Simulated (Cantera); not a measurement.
Input: 1 mol AlN, 180 mol H2, at 390 Torr.

These are equilibrium values from Cantera (NASA tables, ideal gas, pure condensed phases), not measurements of a reactor. Candidate condensed phases: Al, AlN; 13 gas species. The numbers say what is thermodynamically allowed, not how fast it happens.

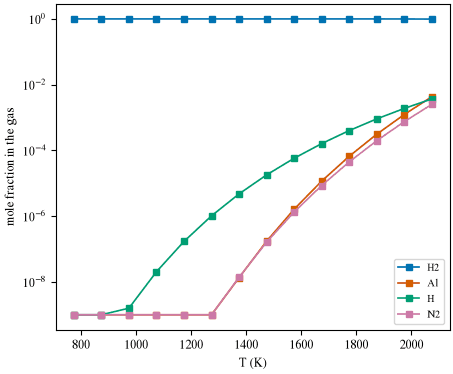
*Equilibrium gas composition (values under 1e-9 drawn at 1e-9)*

From 775 K to 2075 K the condensed part is AlN(s).
